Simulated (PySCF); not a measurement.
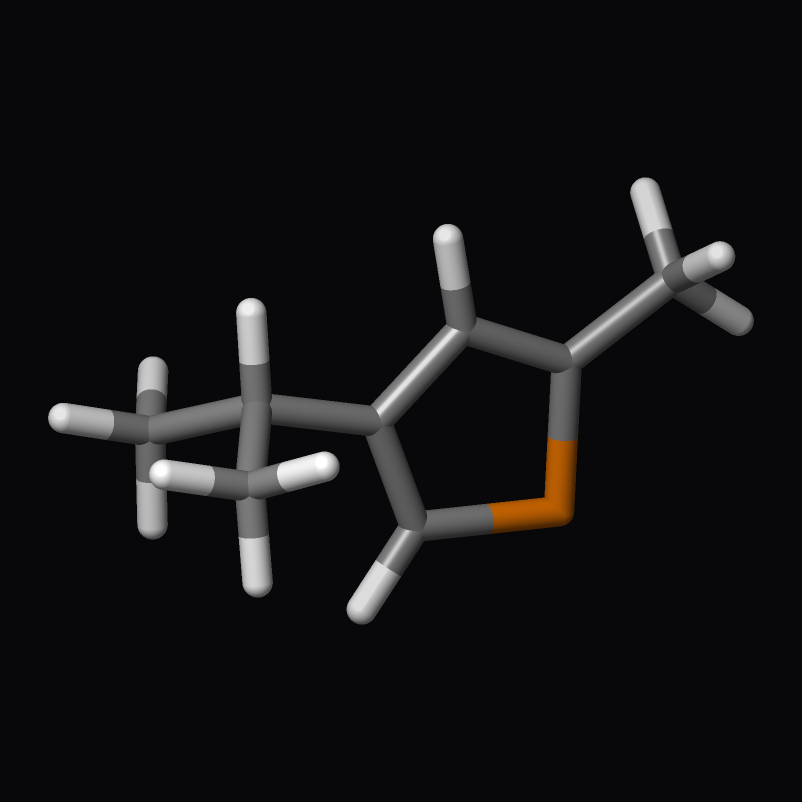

Rendered structure (stick style). Every bond is drawn as one stick, whatever its order. Colours: carbon grey, phosphorus orange, hydrogen white.

The species has charge −1 and is a spin singlet.

**Count the atoms of each element.**

C₈H₁₂P⁻, 21 atoms: 8 carbon, 12 hydrogen and 1 phosphorus.

**Does it have rings?**

Independent rings (smallest set): 1 of 5 members, 1 of them aromatic.

**What is its SMILES?**

Cc1cc(C(C)C)c[p-]1

**How many bonds of each kind are drawn?**

12 C–H, 7 C–C, 2 C–P.

The parts below concern this one geometry. Atoms keep their numbers from picture to picture. Computed geometry: PBE0-D3(BJ)/def2-SVP optimisation. No frequency run is at hand to confirm it as a minimum.

NMR shielding

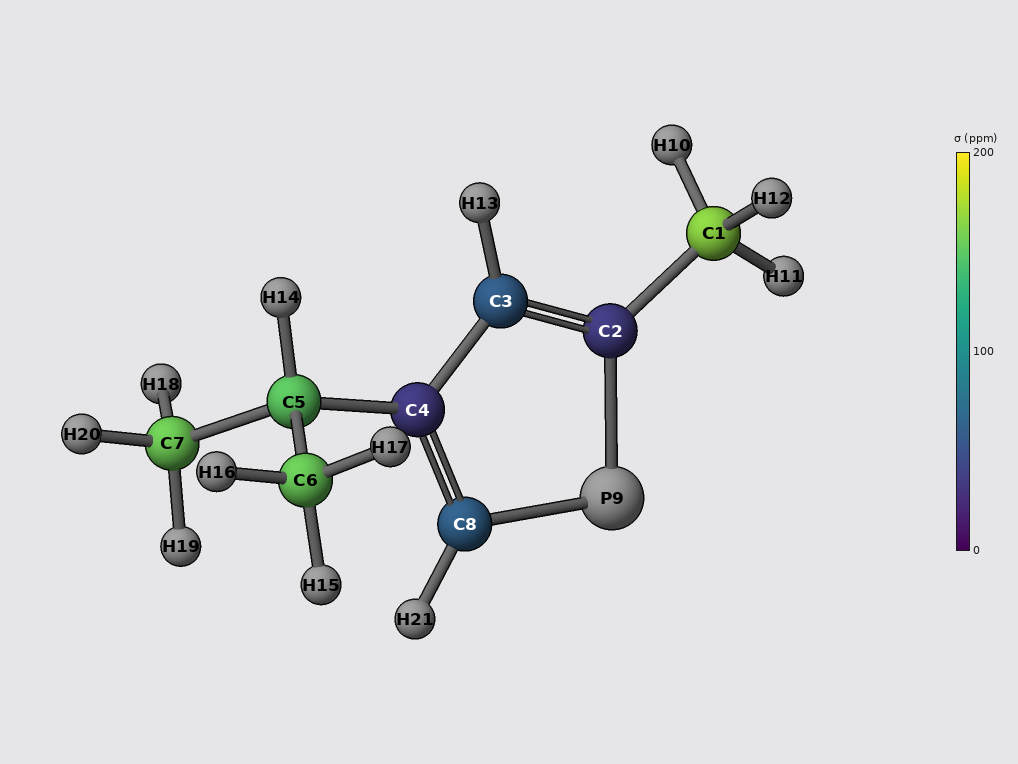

Atoms are coloured by their isotropic NMR shieldings (C only, the others grey). No frequency run is at hand to confirm it as a minimum. Level of theory: GIAO PBE0/pcSseg-1 NMR shielding, non-relativistic, IEF-PCM water (PySCF 2.14.0).

**Which C atom is the most shielded (lowest chemical shift)?**

C1 (165.6 ppm).

**Which C atom is the least shielded (highest chemical shift)?**

C4 (35.4 ppm).

**How wide is the range of C shifts?**

130.2 ppm.

List the isotropic NMR shieldings of the C atoms.

```
atom  σ (ppm)
  C1    165.6
  C2     36.7
  C3     60.6
  C4     35.4
  C5    150.4
  C6    155.4
  C7    156.8
  C8     63.0
```

Levels of theory compared

No frequency run is at hand to confirm it as a minimum. Program: PySCF 2.14.0.

At this fixed geometry, give HOMO energy (eV) at these levels: CAM-B3LYP/def2-SVPD; PBE0/pcSseg-1; PBE0/pcSseg-1 in chloroform (IEF-PCM); PBE0/pcSseg-1 in water (IEF-PCM).

```tsv
level	HOMO energy (eV)
CAM-B3LYP/def2-SVPD	−1.55
PBE0/pcSseg-1	−0.36
PBE0/pcSseg-1 in chloroform (IEF-PCM)	−3.78
PBE0/pcSseg-1 in water (IEF-PCM)	−4.75
```

Bond orders

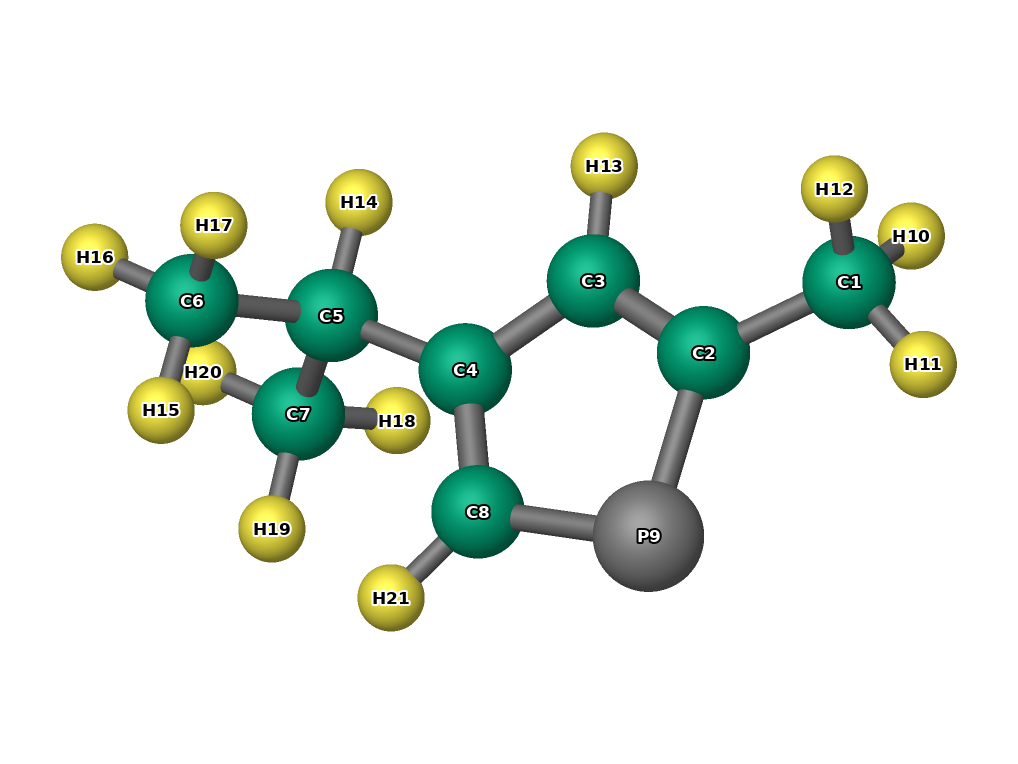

The thickness of each stick grows with its Mayer bond order. No frequency run is at hand to confirm it as a minimum. Computed with PBE0/pcSseg-1 (PySCF 2.14.0).

List the Mayer bond orders of C1–C2, C2–C3, C2–P9, C3–C4, C4–C5, C4–C8, C5–C6, C5–C7, C8–P9 (bonds between heavy atoms, one of each equivalent set).

```tsv
bond	Mayer order	length (Å)
C1–C2	1.07	1.501
C2–C3	1.45	1.399
C2–P9	1.26	1.767
C3–C4	1.34	1.416
C4–C5	0.99	1.513
C4–C8	1.47	1.402
C5–C6	1.03	1.531
C5–C7	1.03	1.530
C8–P9	1.25	1.761
```

Charges

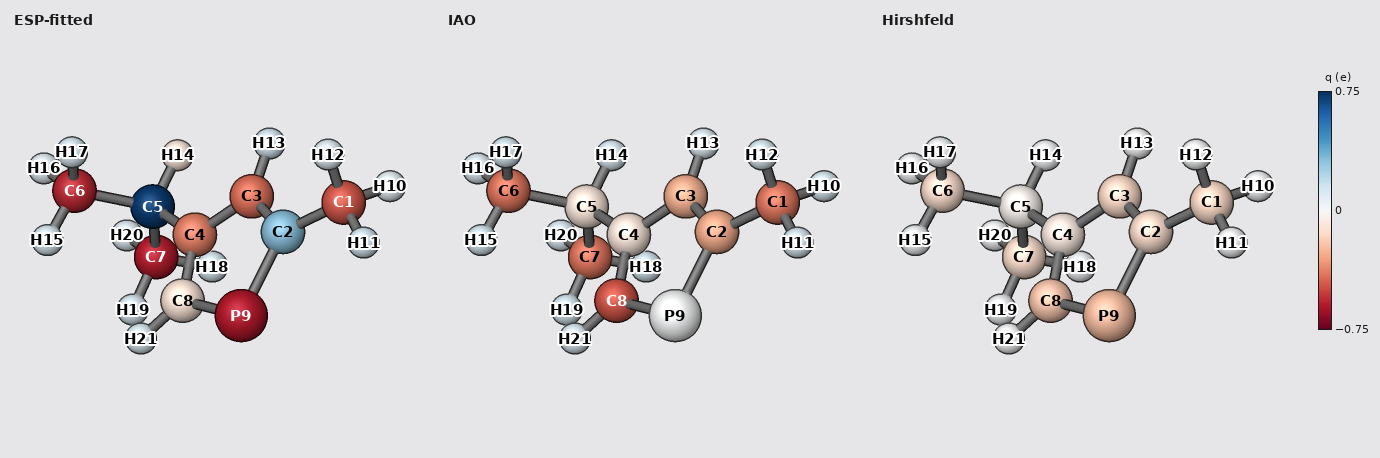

Atomic charges of one calculation by 3 schemes, on one colour scale. No frequency run is at hand to confirm it as a minimum. Computed with PBE0/pcSseg-1 (PySCF 2.14.0).

**Which scheme gives the most polar picture (largest mean size of the charges)?**

The ESP-fitted charges are the largest in size here, and the Hirshfeld charges the smallest.

**On which atom do the schemes disagree most?**

On C5 (from −0.08 to 0.72 e).

List the charges (e), one line for each set of equivalent atoms.

```tsv
atom	ESP-fitted	IAO	Hirshfeld
C1	−0.47	−0.39	−0.14
C2	0.32	−0.27	−0.12
C3	−0.41	−0.26	−0.15
C4	−0.38	−0.08	−0.07
C5	0.72	−0.08	−0.03
C6	−0.56	−0.40	−0.13
C7	−0.59	−0.40	−0.13
C8	−0.10	−0.47	−0.20
P9	−0.60	0.01	−0.23
H10	0.07	0.11	0.01
H11	0.13	0.12	0.02
H12	0.08	0.11	0.01
H13	0.13	0.09	0.00
H14	−0.09	0.11	0.02
H15	0.11	0.13	0.03
H16	0.08	0.10	0.01
H17	0.12	0.13	0.03
H18	0.12	0.13	0.03
H19	0.12	0.12	0.03
H20	0.09	0.10	0.01
H21	0.11	0.10	0.00
```
